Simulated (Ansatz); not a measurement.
# Decaying states in the gap of CaHfCl6, part 3 of 3

Aim: relax a made-up compound, CaHfCl6, and see how good a tunnel barrier it would be. It is built by putting Hf for Ti, Cl for F in the CaTiF6 structure of space group R-3, with the volume rescaled by atomic radii. The parent structure comes from the Materials Project.

Ansatz 0.2.0; r2SCAN DFT, plane waves, PAW files (the session's first sound run).

So far, gap on path (eV): step 3 (the bulk crystal and its band edges) 4.50.

The structure was built from a prototype and need not be the compound's stable phase.

### 6. Complex bands, plane (001), k-mesh 6×6×6 (continued)

Level of this step: r2SCAN DFT, plane waves, PAW files; complex bands by layer matching along the plane's normal (Ansatz).

K parallel (0, -0.5); values up to 1.5 1/Å, a degenerate pair printed once or twice; energies at which all values exceed this have no row. Table of Im kz of the slowest decaying states by energy, zero at the highest filled level on the SCF mesh:

```csv
energy (eV),decay 1 (Å⁻¹),decay 2 (Å⁻¹),decay 3 (Å⁻¹),decay 4 (Å⁻¹)
-1.000,0.191,0.294,0.322,0.510
-0.450,0.0849,0.192,0.253,0.294
-0.010,0.205,0.239,0.257,0.278
0.540,0.348,0.408,0.469,0.511
0.980,0.395,0.453,0.534,0.603
1.530,0.429,0.490,0.584,0.666
1.970,0.442,0.507,0.611,0.664
2.520,0.443,0.514,0.633,0.647
2.960,0.432,0.509,0.623,0.644
3.510,0.396,0.486,0.576,0.636
3.950,0.340,0.448,0.516,0.562
4.500,0.0606,0.262,0.331,0.448
5.050,0.195,0.344,0.490,0.616
```

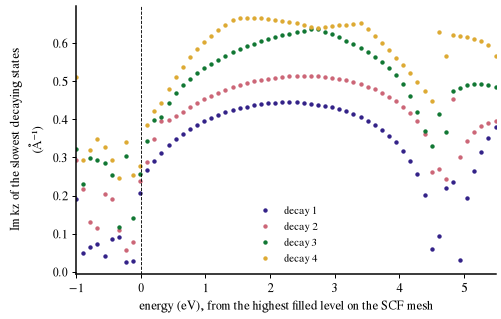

Im kz of the slowest decaying states against energy.

At the listed wavevectors the last open channel is at -0.01 eV and the next at +4.61 eV on the grid. At +2.30 eV, the grid energy nearest the filling level (the middle of the gap on the SCF mesh), the slowest state at the listed wavevectors decays with κ = 0.375 Å⁻¹, its amplitude falling by e over 2.7 Å; the first such run, plane (101), gave 0.394 Å⁻¹.

### 7. A check of the settings

This step: r2SCAN DFT, plane waves, PAW files; complex bands by layer matching along the plane's normal; changed: crystal.symmetry = {"detect": false}, basis.ecutrho_ratio = 9, basis.ecutwfc = "250 eV" (Ansatz 0.2.0).

This run repeats an earlier one, its twin (the complex run, plane (101)), with three settings changed (crystal.symmetry.detect, basis.ecutrho_ratio, basis.ecutwfc; files written aside). It is meant to test whether the numerical route changes the result or only the time, whether the cutoff of the density is converged and whether the cutoff is converged. Where the input is shown as a difference, that is against the step before, not the twin.

The input, input.yaml:

```yaml
crystal:
  lattice:
    - [7.038672626, 0.0, 0.0]
    - [2.97975984, 5.750490356, 0.0]
    - [2.97975984, 2.10322678, 5.352062821]
  atoms:
    - { symbol: Ca, position: [0.5, 0.5, 0.5] }
    - { symbol: Hf, position: [0.0, 0.0, 0.0] }
    - { symbol: Cl, position: [0.763557171, 0.7708322009, 0.3919686395] }
    - { symbol: Cl, position: [0.763557171, 0.3919686395, 0.0736419886] }
    - { symbol: Cl, position: [0.236442829, 0.9263580114, 0.2291677991] }
    - { symbol: Cl, position: [0.236442829, 0.6080313605, 0.9263580114] }
    - { symbol: Cl, position: [0.236442829, 0.2291677991, 0.6080313605] }
    - { symbol: Cl, position: [0.763557171, 0.0736419886, 0.7708322009] }
  symmetry: { detect: false }
kpoints:
  mp_grid: { grid: [4, 4, 4] }
scf:
  occupations: { method: fixed }
hamiltonian:
  xc: r2scan
output:
  eigenvalues: true
  transmission:
    leads: [[0, 0]]
    kpoints: [[0.0, 0.0], [-0.5, 0.0]]
    e_range: [-1.0, 5.5]
    de: 0.13
basis:
  ecutrho_ratio: 9
  ecutwfc: "250 eV"
```

Command:

```
$ ansatz run input.yaml --threads 2 --pin off --max-ram 4096MiB --backend cpu --events-out ev --progress --plain --runs-dir out
```

Numbers of over 12 decimals in the logs are rounded to 6 here.

Output:

```text
Warning: basis.ecutwfc = 250 eV is below the records' recommended 500 eV, and the density's cutoff is lower with it unless basis.ecutrho_ratio is high enough to keep the records' density cutoff: compare with a run at a higher cutoff
[...]
Crystal: 8 atoms, lattice volume = 216.629 Å³
Basis set: ecut = 250 eV, 1911 PW (Γ), exchange–correlation on 240×216×216 points (64 copies of the dense FFT grid, shifted against one another)
Bands: 47, of which v1, the nominal top of the filled ones, is band 39 counted from 1 (38 counted from 0)
Symmetry: 1 space group operations
k-points: 36 of 64 (time reversal used)
[...]
SCF iter   1: F=—  HF=-24073.097621 eV  |F-HF|=—  |Δ(HF+E_count)|=         —  Δρ=8.30e-3  dr2=7.50e-2  dr2_τ=8.68e-2  ethr=1.77e-3  ⟨swp⟩=5.4  Hψ=5880  notcnv=0  defer=183
[...]
SCF iter   7: F=-24072.943760 eV  HF=-24072.943760 eV  |F-HF|=4.00e-8  |Δ(HF+E_count)|=   5.17e-7  Δρ=4.93e-6  dr2=7.70e-8  dr2_τ=7.05e-9  ethr=1.28e-10  ⟨swp⟩=12.3  Hψ=7687  notcnv=0
SCF 1 converged in 7 iterations: F = -24072.943760 eV  dr2 = 7.70e-8
[...]
transmission: 12 of 24 steps passed
transmission: 24 of 24 steps passed
SCF converged after 7 iterations
Free energy (F): -24072.943760 eV
[...]
Internal energy: -24072.943760 eV  (E = F + TS)
E sigma→0 (E₀):  -24072.943760 eV
Fermi energy:    2.159727 eV
[...]
--- Band table (eV; the first three rows and the last of 36) ---
  k-point 0: bands = [... 35 lower, 1.9625, 2.1105, 2.1105, 2.1597, 6.7588, 6.7593, 6.7593, 8.5447, ... 4 higher]
  k-point 1: bands = [... 35 lower, 1.8591, 2.0088, 2.0781, 2.1175, 6.7715, 6.8326, 6.9042, 8.6799, ... 4 higher]
  k-point 2: bands = [... 35 lower, 1.9078, 1.9805, 1.9972, 2.0951, 6.7615, 6.8920, 7.0657, 9.0742, ... 4 higher]
  k-point 35: bands = [... 35 lower, 1.9078, 1.9805, 1.9972, 2.0951, 6.7615, 6.8920, 7.0657, 9.0742, ... 4 higher]
--- Transmission ---
  basis      : 213 plane waves across, 12 finite elements along
  points     : 2, as listed
[...]
crystal 0  : Cl6Hf1Ca1, at the sites [0, 0], period 5.3521 Å: whole cells are its period
[...]
channels       : 0.000000e0 a spin
[...]
slowest decay  : 0.3950 /Å at (0.0000, 0.0000)
```

Elapsed: 58 s, on 2 threads of Arm Neoverse V2, shared host; peak memory 1.2 GiB.

This number moved little. The least decay constant is 0.395 Å⁻¹ against 0.394 Å⁻¹ in the twin: no change within 1 %, at 0.36 times the CPU time.

Side by side:

| quantity | this run | sound run | difference |
| --- | --- | --- | --- |
| free energy (eV) | -24072.94 | -24074.61 | 1.67 |
| Fermi energy (eV) | 2.1597 | 2.1570 | 0.00275 |
| gap on the k-mesh (eV) | 4.4763 | 4.5073 | -0.0310 |
| level to which the leads are filled (eV from the Fermi level) | 2.2381 | 2.2537 | -0.0155 |
| decay constant at the filling level, zone centre (Å⁻¹) | 0.39502 | 0.39434 | 6.8e-4 |
| decay constant at the filling level, slowest listed point (Å⁻¹) | 0.395 | 0.3943 | 7.0e-4 |

One result that differs is the gap on the k-mesh, 4.48 eV against 4.51 eV.

### 8. What came out

| Item | Value |
| --- | --- |
| band gap | 4.50 eV |
| least decay constant at mid-gap, normal to (101) | 0.394 Å⁻¹ |
| least decay constant at mid-gap, normal to (001) | 0.375 Å⁻¹ |
| least decay constant on a mesh, normal to (101) | 0.394 Å⁻¹ |

In words: With r2SCAN, the slowest decay at the wavevectors tried is κ = 0.375 Å⁻¹, normal to (001). Through such a film the transmission near mid-gap falls as exp(−2κd), a factor of ten every 3.1 Å. The directions tried decay at nearly the same rate. A free electron under a barrier of half the gap would need a mass of 0.24 mₑ to decay at this rate. The compound is made up by substitution; its stability against other phases and against distortions of the cell's symmetry was not tested. r2SCAN still narrows gaps, if less than LDA and GGA do, so real decay constants are likely larger.

[Logs are printed without paths, hosts, clocks, repeated set-up lines and the standing remarks that a program may print on its own settings, such as how far it seeks lower states.]

[Hosts, paths, dates, database ids (printed as entryN), source tags and the programs' standing remarks are cut or masked in the printed files.]

[New means built here by substitution; the compound itself may be known and measured.]
